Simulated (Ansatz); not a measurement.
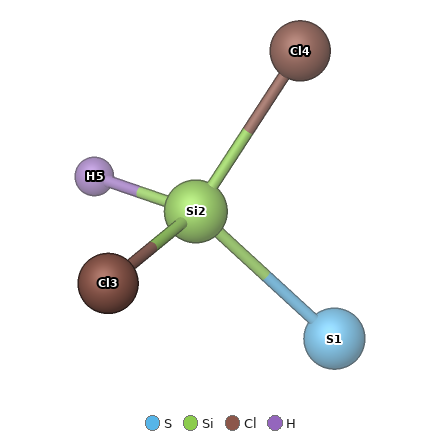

The system is Cl2HSSi, SMILES [S][SiH](Cl)Cl, spin multiplicity 2; the picture shows the reference structure. Coordinates scanned: (1) bond length Si2–Cl3; (2) angle Cl4–Si2–Cl3. Nothing is relaxed (all other coordinates rigid). The scan uses a 9 × 9 grid. At 17 points there is no value. Points are written as (first, second). All energies are given in kJ/mol relative to the relaxed molecule at the same level. Theory: UKS B3LYP-D4/def2-SVP in Ansatz.

Its coordinates:

```yaml
atoms:
  - { symbol: S, position_ang: [1.7912, -0.5847, 0.8938] }
  - { symbol: Si, position_ang: [-0.0898, -0.0086, 0.0941] }
  - { symbol: Cl, position_ang: [-0.0954, 1.9705, -0.4963] }
  - { symbol: Cl, position_ang: [-0.3191, -1.2567, -1.5410] }
  - { symbol: H, position_ang: [-1.2370, -0.1942, 1.0081] }
```

Range: bond length Si2–Cl3 from 1.776 to 2.891 Å; angle Cl4–Si2–Cl3 from 85.6 to 135.6°.

### Predict the map.

The lowest grid point is at (2.055 Å, 110.6°), 0.10 kJ/mol from the relaxed molecule at the same level. The highest grid point, (2.891 Å, 135.6°), lies 250 kJ/mol above the lowest.

| angle Cl4–Si2–Cl3 ↓, bond length Si2–Cl3 → | 1.776 | 1.916 | 2.055 | 2.194 | 2.334 | 2.473 | 2.613 | 2.752 | 2.891 |
| --- | --- | --- | --- | --- | --- | --- | --- | --- | --- |
| 135.6 | 156 | 66 | 44 | 58 | 89 | 129 | 170 | 211 | 250 |
| 129.3 | 137 | – | 25 | – | 71 | – | 152 | – | 232 |
| 123.1 | 124 | 34 | 12 | 25 | 57 | 96 | 138 | 179 | 219 |
| 116.8 | 118 | – | 3 | – | 47 | – | 128 | – | 208 |
| 110.6 | 118 | 25 | 0 | 12 | 43 | 81 | 122 | 163 | 202 |
| 104.3 | 126 | – | 4 | – | 43 | – | 121 | – | 199 |
| 98.1 | 144 | 44 | 14 | 22 | 49 | 85 | 124 | 162 | 198 |
| 91.8 | 173 | – | 34 | – | – | – | 131 | – | 199 |
| 85.6 | 220 | 108 | 67 | 64 | 83 | 112 | 144 | 175 | 204 |

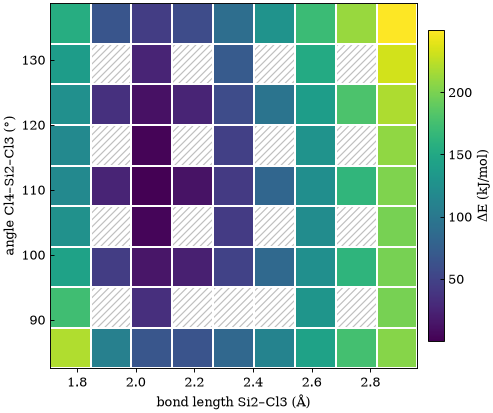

Drawn: one coloured cell a grid point, hatched blanks where no value was computed.

The whole map (64 points run) took 19 min on 1 thread of Arm Neoverse V1, on a shared host.
